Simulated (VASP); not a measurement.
Band structure of NiO (rock salt, AFM-II order). Level of theory: optB88-vdW, VASP's PBE PAW potentials (set 64) (plane waves; VASP).

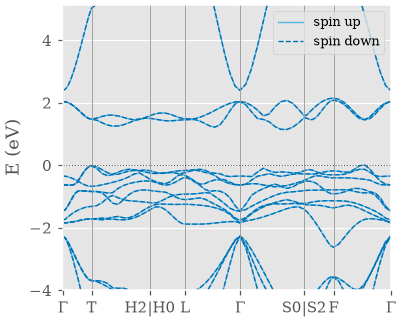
Figure. Bands along high-symmetry lines, zero at the valence-band maximum or, without a gap, the Fermi level

Problem. Read the plot: is there a gap, and where are the band edges?

Solution. The gap is indirect, 1.14 eV, from the valence maximum at F-Γ at 0.55 to the conduction minimum at Γ-S0 at 0.73. (Edges off the drawn lines would not show.)

The compound is NiO in the rock salt, AFM-II order structure. It was relaxed first.
